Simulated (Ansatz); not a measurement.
# AlFH3NO: molecular dynamics

Purpose: to follow the molecule's vibrations and see whether its bonds hold. The start is relaxed first. Runs: 40 steps of 3 fs at constant energy, with velocities drawn for 3000 K; 98 steps of 0.5 fs under a Langevin thermostat at 2000 K.

All numbers below are computed with Ansatz 0.2.0 (RKS PBE-D4/6-31G*).

### 1 The structure to begin with

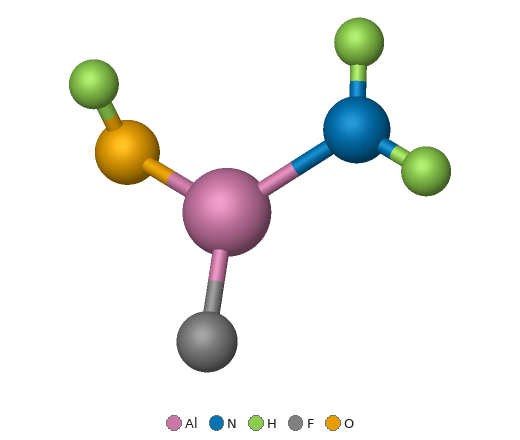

The starting structure, seen from a chosen angle (aluminium pink, nitrogen blue, hydrogen green, fluorine grey, oxygen amber).

Coordinates:

```xyz
7

Al    0.0000    0.0000    0.0000
N     0.0000    0.0000    1.9200
H    -0.8770   -0.2713    2.4500
H     0.8770    0.2713    2.4500
F     1.4635    0.0000   -0.8450
O    -1.5415    0.0000   -0.8900
H    -2.0512   -0.8467   -0.6815
```

### 2 Preparing the start

Contents of input.yaml:

```yaml
crystal:
  periodic: [false, false, false]
  atoms:
    - { symbol: Al, position_ang: [0.0, 0.0, 0.0] }
    - { symbol: "N", position_ang: [0.0, 0.0, 1.92] }
    - { symbol: H, position_ang: [-0.877, -0.2713, 2.45] }
    - { symbol: H, position_ang: [0.877, 0.2713, 2.45] }
    - { symbol: F, position_ang: [1.4635, 0.0, -0.845] }
    - { symbol: O, position_ang: [-1.5415, 0.0, -0.89] }
    - { symbol: H, position_ang: [-2.0512, -0.8467, -0.6815] }
basis:
  gaussian: { orbitals: "6-31G*" }
hamiltonian:
  xc: pbe
  dispersion: d4
relax:
  f_tol: 0.02
  max_steps: 40
```

Started as:

```console
$ ansatz run input.yaml --threads 1 --pin off --max-ram 2048MiB --backend cpu --events-out ev --progress --plain --runs-dir out
```

The program printed (excerpt; [...] marks lines left out):

```text
Warning: RAYON_NUM_THREADS=1 ignored (pool sized by the plan → 1); use --threads N
[...]
Functional definition: PBE
[...]
783 factors; their error is unknown
[...]
mean field -12892.31197761 eV, -473.7837264544 hartree, gradient 3.6e-5 eV, S^2 0.000000; 0 other end points of the search recorded, 0 dependent functions left out
[...]
reference -12892.31202214 eV, -473.7837280907 hartree; 20, 20 occupied and 50, 50 virtual orbitals, 783 factors
relax step   1: F+E_penalty+E_count = -12892.41012926 eV  Δ(F+E_penalty+E_count) = +0.000e0 eV  max|allowed force component| = 1.674e0 eV/Å  Δτ_max = 0.0000 Å  (25 SCF iters, accepted)
[...]
relax step   3: F+E_penalty+E_count = -12892.83702893 eV  Δ(F+E_penalty+E_count) = -8.615e-2 eV  max|allowed force component| = 1.017e0 eV/Å  Δτ_max = 0.1092 Å  (28 SCF iters, accepted)
[...]
relax step   5: F+E_penalty+E_count = -12892.87416712 eV  Δ(F+E_penalty+E_count) = -1.298e-2 eV  max|allowed force component| = 4.812e-1 eV/Å  Δτ_max = 0.0415 Å  (27 SCF iters, accepted)
[...]
relax step   7: F+E_penalty+E_count = -12892.90527589 eV  Δ(F+E_penalty+E_count) = -5.108e-3 eV  max|allowed force component| = 3.796e-2 eV/Å  Δτ_max = 0.1061 Å  (26 SCF iters, accepted)
[...]
relax step   9: F+E_penalty+E_count = -12892.90538952 eV  Δ(F+E_penalty+E_count) = -4.696e-5 eV  max|allowed force component| = 8.197e-2 eV/Å  Δτ_max = 0.0020 Å  (21 SCF iters, accepted)
[...]
relax step  10: F+E_penalty+E_count = -12892.90609970 eV  Δ(F+E_penalty+E_count) = -7.102e-4 eV  max|allowed force component| = 2.569e-2 eV/Å  Δτ_max = 0.0417 Å  (26 SCF iters, accepted)
[...]
relax step  11: F+E_penalty+E_count = -12892.90668637 eV  Δ(F+E_penalty+E_count) = -5.867e-4 eV  max|allowed force component| = 4.081e-3 eV/Å  Δτ_max = 0.0279 Å  (26 SCF iters, accepted)
783 factors; their error is unknown
[...]
mean field -12892.80522882 eV, -473.8018531020 hartree, gradient 1.4e-5 eV, S^2 0.000000; 1 other end points of the search recorded, 0 dependent functions left out
[...]
reference -12892.80527331 eV, -473.8018547369 hartree; 20, 20 occupied and 50, 50 virtual orbitals, 783 factors
Total energy: -12892.90673085 eV, -473.8055832328 hartree
Atom 0 at     0.010657    -0.062602     0.035040 Å, force    -0.001700    -0.000650    -0.001648 eV/Å
Atom 1 at    -0.010439    -0.035532     1.813664 Å, force    -0.000120     0.000349     0.001999 eV/Å
Atom 2 at    -0.825852    -0.180494     2.405252 Å, force     0.004081    -0.001958    -0.000198 eV/Å
Atom 3 at     0.817253     0.143310     2.379996 Å, force    -0.003376     0.001802     0.000612 eV/Å
Atom 4 at     1.449541     0.229991    -0.747565 Å, force    -0.000591    -0.001107    -0.000348 eV/Å
Atom 5 at    -1.360230    -0.373553    -0.957232 Å, force     0.002275     0.000247    -0.001148 eV/Å
Atom 6 at    -2.210130    -0.567819    -0.525655 Å, force    -0.000568     0.001317     0.000731 eV/Å
Dipole moment:    -0.377938    -0.072391     0.632045 e Å
```

Run time: 23 s. Hardware: 1 thread of Arm Neoverse V2, shared host; peak memory 0.15 GiB.

Relaxation path:

```csv
step,energy from step 1 (eV),largest force component (eV/Å)
1,0.0000,1.6739
2,-0.3408,1.1859
3,-0.4269,1.0173
4,-0.4511,0.5405
5,-0.4640,0.4812
6,-0.4900,0.1926
7,-0.4951,0.0380
8,-0.4952,0.0803
9,-0.4953,0.0820
10,-0.4960,0.0257
11,-0.4966,0.0041
```

Step 1 is the start.

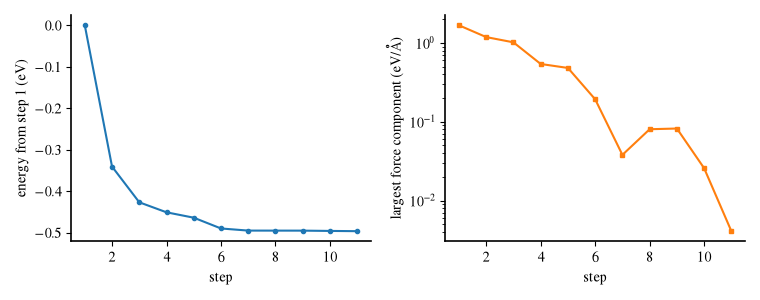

Energy and largest force along the relaxation.

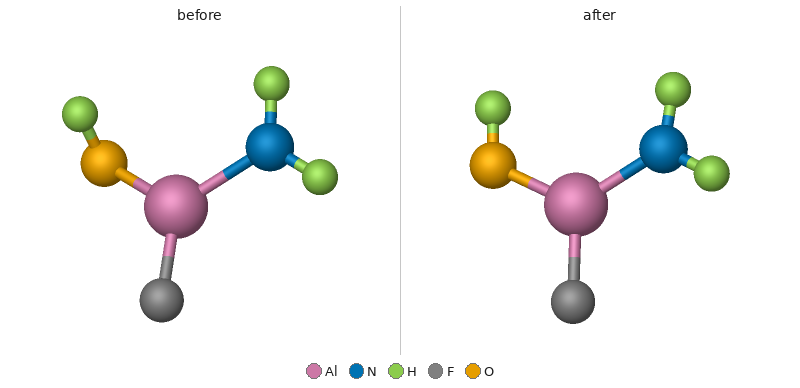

Before and after, at one scale.

After: Bond lengths: Al1–N2 1.779 Å, N2–H3 1.018 Å, N2–H4 1.019 Å, Al1–F5 1.664 Å, Al1–O6 1.721 Å, O6–H7 0.973 Å. Angles: Al1–N2–H3 126.0°, Al1–N2–H4 123.3°, H3–N2–H4 110.7°, N2–Al1–F5 118.5°, N2–Al1–O6 124.7°, F5–Al1–O6 116.7°, Al1–O6–H7 118.4°.

### 3 Run 1

40 steps of 3 fs at constant energy, with velocities drawn for 3000 K, from the relaxed start.

Contents of input.yaml:

```yaml
crystal:
  periodic: [false, false, false]
  atoms:
    - { symbol: Al, position_ang: [0.010657, -0.062602, 0.03504] }
    - { symbol: "N", position_ang: [-0.010439, -0.035532, 1.813664] }
    - { symbol: H, position_ang: [-0.825852, -0.180494, 2.405252] }
    - { symbol: H, position_ang: [0.817253, 0.14331, 2.379996] }
    - { symbol: F, position_ang: [1.449541, 0.229991, -0.747565] }
    - { symbol: O, position_ang: [-1.36023, -0.373553, -0.957232] }
    - { symbol: H, position_ang: [-2.21013, -0.567819, -0.525655] }
basis:
  gaussian: { orbitals: "6-31G*" }
hamiltonian:
  xc: pbe
  dispersion: d4
md:
  timestep: 3.0
  n_steps: 40
  ensemble: nve
  temperature: 3000.0
  initial_velocities: maxwell_boltzmann
  seed: 735615
```

Started as:

```console
$ ansatz run input.yaml --threads 1 --pin off --max-ram 2048MiB --backend cpu --events-out ev --progress --plain --runs-dir out
```

The program printed (excerpt; [...] marks lines left out):

```text
Warning: RAYON_NUM_THREADS=1 ignored (pool sized by the plan → 1); use --threads N
[...]
[... 1 set-up line as earlier in the session ...]
[...]
783 factors; their error is unknown
[...]
mean field -12892.80523580 eV, -473.8018533582 hartree, gradient 2.0e-5 eV, S^2 0.000000; 0 other end points of the search recorded, 0 dependent functions left out
[...]
reference -12892.80528004 eV, -473.8018549841 hartree; 20, 20 occupied and 50, 50 virtual orbitals, 783 factors
md step     0: t =     0.00 fs  T =  3000.0 K  F+E_penalty+E_count = -12892.90669335 eV  E_kin = 1.938900 eV  conserved = -12890.96779336 eV  (26 SCF iters)
[...]
md step    10: t =    30.00 fs  T = 144174.9 K  F+E_penalty+E_count = -12869.31969431 eV  E_kin = 93.180220 eV  conserved = -12776.13947413 eV  (314 SCF iters, 53 dispersion substeps)
[...]
md step    40: t =   120.00 fs  T = 142732.3 K  F+E_penalty+E_count = -12867.21611385 eV  E_kin = 92.247877 eV  conserved = -12774.96823710 eV  (1710 SCF iters, 31 dispersion substeps)
Total energy: -12867.21619816 eV, -472.8614735700 hartree
Atom 0 at     0.509371     0.444986    -2.520981 Å, force     0.968921    -3.791369     2.453399 eV/Å
Atom 1 at    -3.522481     0.324234    -0.963180 Å, force     0.980689    -0.450386    -0.368677 eV/Å
Atom 2 at    12.037471    41.381344   113.662169 Å, force     0.000000     0.000000    -0.000000 eV/Å
Atom 3 at     5.671633   -38.516518    25.483098 Å, force    -0.000000    -0.000000    -0.000000 eV/Å
Atom 4 at     2.338891    -0.030520    -1.928257 Å, force    -3.582242     1.172354    -1.284214 eV/Å
Atom 5 at    -1.008988    -0.954400    -1.940353 Å, force     1.632622     3.069391    -0.800485 eV/Å
Atom 6 at    -6.811433    -7.926654     9.976296 Å, force     0.000011     0.000011    -0.000023 eV/Å
Dipole moment:     0.095337     0.580054    -0.164863 e Å
```

It took 11 min on 1 thread of Arm Neoverse V2, shared host; peak memory 0.13 GiB.

### 4 Frames and traces

One step in 3; energies are changes from step 0:

```csv
time (fs),T (K),potential energy change (meV/atom),total energy change (meV/atom)
0.0,3000,0.0,0.00
9.0,4769,1021.6,1184.93
18.0,16553,2077.7,3329.03
27.0,147035,3058.0,16356.54
36.0,147632,3009.8,16363.46
45.0,148974,2891.9,16369.42
54.0,145460,3224.6,16377.69
63.0,143357,3419.5,16378.51
72.0,144870,3279.7,16378.36
81.0,150148,2789.5,16375.44
90.0,152274,2746.9,16529.20
99.0,147778,3202.9,16570.04
108.0,146352,3332.3,16567.79
117.0,143162,3630.4,16571.42
120.0,142732,3670.1,16571.37
```

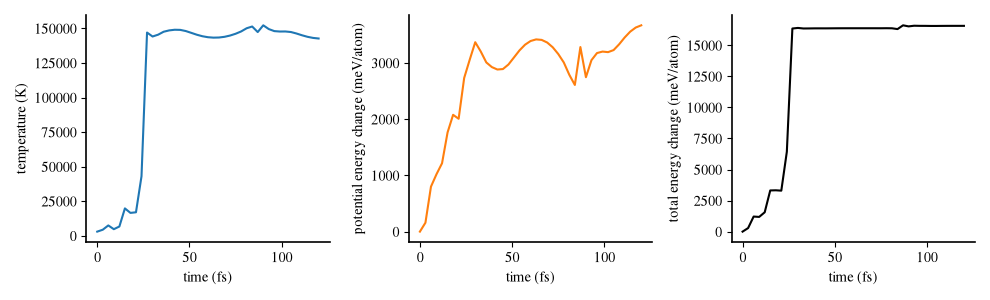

Traces against time; each panel has its own scale.

Bonds that form or break, judged by distance (formed within 1.15 times the sum of covalent radii and held on average over 12 fs, broken when stretched by half; pairs already stretched at the start don't count as bonds):

```csv
time (fs),bond,event
6.0,O6–H7,breaks
15.0,N2–H4,breaks
27.0,N2–H3,breaks
81.0,N2–O6,forms
93.0,Al1–N2,breaks
99.0,N2–O6,breaks
```

On run 1: The run blows up, reaching 152274 K, so it describes no real motion.

### 5 Run 2

98 steps of 0.5 fs under a Langevin thermostat at 2000 K, from the relaxed start. H is given a mass of 3.016 u.

input.yaml, as its differences from that of step 3:

```diff
@@ -16,7 +16,9 @@
 md:
-  timestep: 3.0
-  n_steps: 40
-  ensemble: nve
-  temperature: 3000.0
+  timestep: 0.5
+  n_steps: 98
+  ensemble: nvt_langevin
+  temperature: 2000.0
   initial_velocities: maxwell_boltzmann
-  seed: 735615
+  seed: 968814
+  friction: 0.001
+  masses: [{ species: H, mass: 3.016 }]
```

Started as:

```console
$ ansatz run input.yaml --threads 1 --pin off --max-ram 2048MiB --backend cpu --events-out ev --progress --plain --runs-dir out
```

The program printed (excerpt; [...] marks lines left out):

```text
Warning: RAYON_NUM_THREADS=1 ignored (pool sized by the plan → 1); use --threads N
[...]
[... 1 set-up line as earlier in the session ...]
[...]
783 factors; their error is unknown
[...]
mean field -12892.80523580 eV, -473.8018533582 hartree, gradient 2.0e-5 eV, S^2 0.000000; 0 other end points of the search recorded, 0 dependent functions left out
[...]
reference -12892.80528004 eV, -473.8018549841 hartree; 20, 20 occupied and 50, 50 virtual orbitals, 783 factors
md step     0: t =     0.00 fs  T =  1714.3 K  F+E_penalty+E_count = -12892.90669335 eV  E_kin = 1.551120 eV  (26 SCF iters)
[...]
md step    11: t =     5.50 fs  T =  1027.4 K  F+E_penalty+E_count = -12892.39834527 eV  E_kin = 0.929646 eV  (29 SCF iters, 3 dispersion substeps)
[...]
md step    22: t =    11.00 fs  T =  1147.1 K  F+E_penalty+E_count = -12892.41885501 eV  E_kin = 1.037945 eV  (27 SCF iters, 3 dispersion substeps)
[...]
md step    33: t =    16.50 fs  T =  1408.4 K  F+E_penalty+E_count = -12892.53012030 eV  E_kin = 1.274389 eV  (29 SCF iters, 3 dispersion substeps)
[...]
md step    44: t =    22.00 fs  T =  1112.9 K  F+E_penalty+E_count = -12892.22359196 eV  E_kin = 1.006967 eV  (31 SCF iters, 3 dispersion substeps)
md step    45: t =    22.50 fs  T =  1120.4 K  F+E_penalty+E_count = -12892.23540669 eV  E_kin = 1.013724 eV  (31 SCF iters, 3 dispersion substeps)
```

### 6 The log goes on: dynamics from the start

Output, continued (excerpt; [...] marks lines left out):

```text
md step    46: t =    23.00 fs  T =  1088.1 K  F+E_penalty+E_count = -12892.25322162 eV  E_kin = 0.984500 eV  (30 SCF iters, 3 dispersion substeps)
[...]
md step    59: t =    29.50 fs  T =   773.6 K  F+E_penalty+E_count = -12891.94868199 eV  E_kin = 0.699943 eV  (30 SCF iters, 3 dispersion substeps)
[...]
md step    72: t =    36.00 fs  T =   930.1 K  F+E_penalty+E_count = -12892.06797089 eV  E_kin = 0.841535 eV  (30 SCF iters)
[...]
md step    85: t =    42.50 fs  T =  1103.7 K  F+E_penalty+E_count = -12892.28963332 eV  E_kin = 0.998613 eV  (29 SCF iters)
[...]
md step    97: t =    48.50 fs  T =   839.4 K  F+E_penalty+E_count = -12892.08466035 eV  E_kin = 0.759464 eV  (29 SCF iters, 3 dispersion substeps)
[...]
md step    98: t =    49.00 fs  T =   864.7 K  F+E_penalty+E_count = -12892.09396882 eV  E_kin = 0.782406 eV  (26 SCF iters, 3 dispersion substeps)
Total energy: -12892.09401396 eV, -473.7757164378 hartree
Atom 0 at     0.063765    -0.126320     0.056754 Å, force     2.913750     2.600084    -1.654728 eV/Å
Atom 1 at    -0.013840    -0.014981     1.796731 Å, force    -1.786218    -0.833517    -1.903567 eV/Å
Atom 2 at    -0.571809    -0.790376     2.134248 Å, force    -0.129198    -0.018877     0.619575 eV/Å
Atom 3 at     0.653939     0.293252     2.392377 Å, force     2.698846     1.064175     2.793654 eV/Å
Atom 4 at     1.038590     0.730529    -1.138770 Å, force    -1.029184    -1.138557     1.745694 eV/Å
Atom 5 at    -1.354461    -0.762325    -0.422866 Å, force    -2.756473    -2.436411    -1.307258 eV/Å
Atom 6 at    -1.636065    -1.680148    -0.197324 Å, force     0.088478     0.763103    -0.293370 eV/Å
Dipole moment:     0.043936    -0.574396     0.551270 e Å
```

Run time: 2.8 min. Hardware: 1 thread of Arm Neoverse V2, shared host; peak memory 0.11 GiB.

### 7 What the atoms did

One step in 8; energies are changes from step 0:

```csv
time (fs),T (K),potential energy change (meV/atom)
0.0,1714,0.0
4.0,1076,65.4
8.0,1203,54.8
12.0,1036,87.7
16.0,1435,50.4
20.0,1178,94.4
24.0,1132,86.4
28.0,855,121.2
32.0,1063,104.2
36.0,930,119.8
40.0,1044,102.2
44.0,1005,99.4
48.0,848,118.9
49.0,865,116.1
```

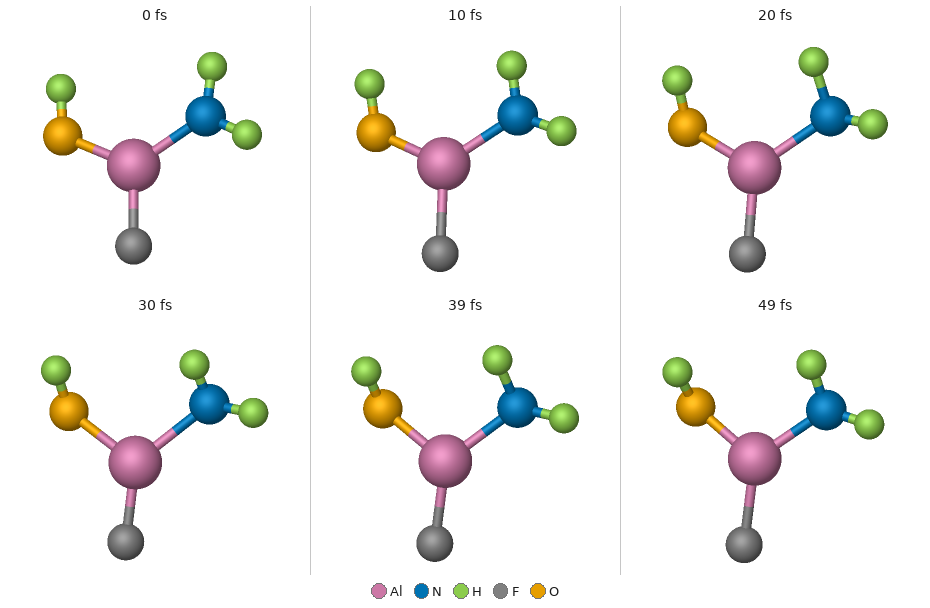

Six frames of the run, seen from a chosen angle. Sticks join atoms within a bonding distance in each frame.

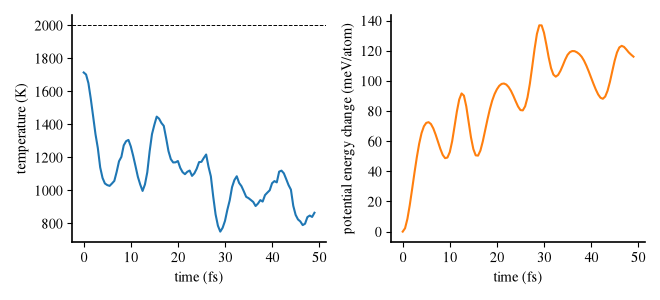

Time series of the run, each on its own scale. The dashed line is the set temperature.

### 8 Snapshots as a file

Extended XYZ, with forces in eV/Å:

```xyz
7
time_fs=6.0 T=1042 dE=0.4996
Al   -0.001   -0.093    0.061    2.943    0.953   -1.296
N    -0.003    0.007    1.818   -3.445   -1.306    1.708
H    -0.934   -0.361    2.388    3.213    1.268   -1.621
H     0.781    0.177    2.428    0.210   -0.021    0.410
F     1.468    0.310   -0.851   -1.973   -0.576    1.336
O    -1.356   -0.389   -0.893   -0.935   -0.377   -0.406
H    -2.145   -0.756   -0.454   -0.013    0.058   -0.131
7
time_fs=12.0 T=1036 dE=0.6137
Al    0.024   -0.117    0.067    2.996    1.464   -0.872
N    -0.060    0.029    1.865    5.063    2.744   -2.597
H    -0.763   -0.437    2.247   -4.108   -2.676    2.800
H     0.746    0.197    2.506   -0.887   -0.291   -0.604
F     1.445    0.374   -0.935   -2.204   -0.834    1.794
O    -1.373   -0.414   -0.831   -0.599   -0.359   -0.519
H    -2.076   -0.927   -0.403   -0.261   -0.048    0.000
7
time_fs=18.5 T=1189 dE=0.5683
Al    0.092   -0.124    0.055    0.397    1.044   -0.643
N    -0.053    0.088    1.873   -3.333   -2.749   -1.035
H    -0.797   -0.687    2.258    2.136    2.365   -0.942
H     0.646    0.184    2.558    1.461    0.126    1.153
F     1.367    0.434   -0.990   -1.225   -0.650    1.329
O    -1.413   -0.456   -0.771    0.257   -0.585    0.351
H    -2.018   -1.116   -0.359    0.306    0.449   -0.213
7
time_fs=24.5 T=1171 dE=0.5810
Al    0.156   -0.121    0.037   -2.671   -0.083    0.584
N    -0.086    0.089    1.865    0.447   -1.936    1.378
H    -0.698   -0.742    2.224    0.951    1.713   -0.777
H     0.652    0.171    2.640   -0.888    0.030   -1.550
F     1.268    0.487   -1.013    0.530    0.127   -0.036
O    -1.447   -0.514   -0.711    1.292   -0.344    0.526
H    -1.959   -1.263   -0.324    0.338    0.492   -0.125
7
time_fs=30.5 T=882 dE=0.8687
Al    0.188   -0.118    0.023   -4.373   -0.896    2.006
N    -0.108    0.071    1.871    2.585    2.664   -2.353
H    -0.560   -0.713    2.154   -2.590   -3.389    1.098
H     0.605    0.163    2.582    0.769    0.508    0.127
F     1.184    0.541   -1.038    1.669    0.871   -1.189
O    -1.458   -0.578   -0.641    2.039    0.498    0.086
H    -1.881   -1.380   -0.305   -0.100   -0.255    0.224
7
time_fs=37.0 T=920 dE=0.8329
Al    0.161   -0.125    0.035   -2.194   -0.044    0.208
N    -0.086    0.078    1.826   -1.014   -3.406    0.932
H    -0.607   -0.924    2.148    1.474    3.274   -0.919
H     0.635    0.209    2.538    0.259    0.109    0.018
F     1.129    0.611   -1.080    0.536    0.136   -0.021
O    -1.426   -0.639   -0.558    0.614   -0.856   -0.013
H    -1.792   -1.514   -0.269    0.326    0.788   -0.206
7
time_fs=43.0 T=1068 dE=0.6273
Al    0.106   -0.136    0.056    1.024    1.692   -1.824
N    -0.076    0.018    1.798    2.335    1.018    1.786
H    -0.551   -0.825    2.083   -0.426   -0.401    0.722
H     0.680    0.279    2.510   -1.272   -0.563   -1.133
F     1.090    0.678   -1.119   -0.715   -0.869    1.410
O    -1.387   -0.703   -0.479   -0.473    0.034   -1.130
H    -1.696   -1.571   -0.243   -0.473   -0.911    0.169
7
time_fs=49.0 T=865 dE=0.8127
Al    0.064   -0.126    0.057    2.914    2.600   -1.655
N    -0.014   -0.015    1.797   -1.786   -0.834   -1.904
H    -0.572   -0.790    2.134   -0.129   -0.019    0.620
H     0.654    0.293    2.392    2.699    1.064    2.794
F     1.039    0.731   -1.139   -1.029   -1.139    1.746
O    -1.355   -0.762   -0.423   -2.756   -2.436   -1.307
H    -1.636   -1.680   -0.197    0.088    0.763   -0.293
```

Reading of run 2. Against a set 2000 K the second half averages 968 K with a spread of 121 K; 109 meV/atom has gone into potential energy, and a thermostat that acts over some 1000 fs has not made it up in 49 fs. The bonds all hold.

### 9 Results

| quantity | value |
| --- | --- |
| relaxation of the start | 10 moves, 0.497 eV lower |
| run 1: length | 40 steps of 3 fs |
| run 1: temperature, first and last step | 3000 and 142732 K |
| run 1: temperature, second half | mean 146497 K, from 142732 to 152274 K |
| run 1: potential energy, second half | +3236 meV/atom from this run's first step |
| run 1: largest change of the total energy | 16614.73 meV/atom |
| run 1: bonds formed or broken | 6 |
| run 2: length | 98 steps of 0.5 fs |
| run 2: temperature, first and last step | 1714 and 865 K |
| run 2: temperature, second half | mean 968 K, from 750 to 1217 K |
| run 2: potential energy, second half | +109 meV/atom from this run's first step |
| run 2: bonds formed or broken | 0 |

Mean temperatures of the second halves: none that means anything (unstable run), 968 K. Bonds changed in run 1 (an artefact of the unstable or too long step). A run of 49 fs with 7 atoms shows the motion but fixes no equilibrium value.
